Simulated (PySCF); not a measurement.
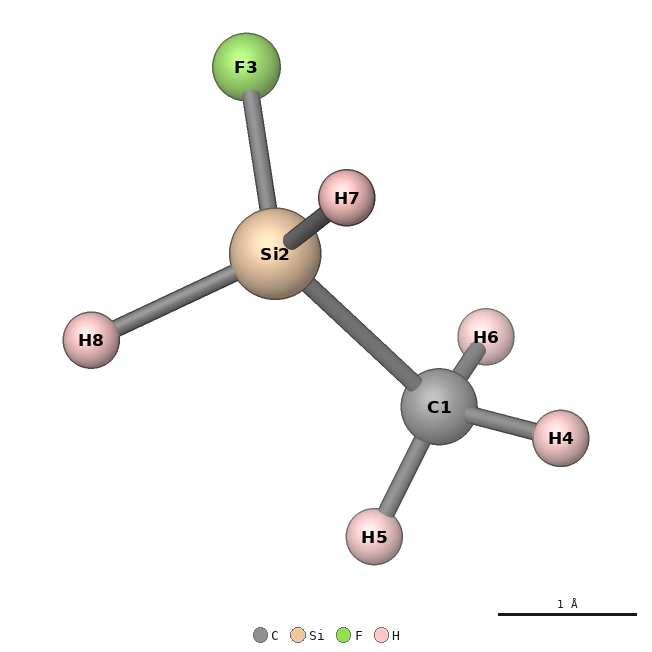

Orthographic view. Depth is shown by fading: the farther an atom, the more it takes the colour of the background. Computed geometry: PBE0-D3(BJ)/def2-SVP optimisation. No frequency run is at hand to confirm it as a minimum.

Write a MOL file (V2000) with the atoms in numerical order, bonds sorted by atom number with the orders drawn, and coordinates in the frame of the picture: x right, y up, z towards the viewer, origin at the mean position.

```
CH5FSi
                    3D

  8  7  0  0  0  0  0  0  0  0999 V2000
    0.6300   -0.6200   -0.4600 C   0  0  0  0  0  0  0  0  0  0  0  0
   -0.5600    0.5000    0.4500 Si  0  0  0  0  0  4  0  0  0  0  0  0
   -0.7700    1.8600   -0.4200 F   0  0  0  0  0  0  0  0  0  0  0  0
    1.5200   -0.8500    0.1500 H   0  0  0  0  0  0  0  0  0  0  0  0
    0.1600   -1.5600   -0.7600 H   0  0  0  0  0  0  0  0  0  0  0  0
    0.9700   -0.1100   -1.3700 H   0  0  0  0  0  0  0  0  0  0  0  0
   -0.0400    0.9100    1.7900 H   0  0  0  0  0  0  0  0  0  0  0  0
   -1.9000   -0.1300    0.6200 H   0  0  0  0  0  0  0  0  0  0  0  0
  1  2  1  0
  1  4  1  0
  1  5  1  0
  1  6  1  0
  2  3  1  0
  2  7  1  0
  2  8  1  0
M  END
```
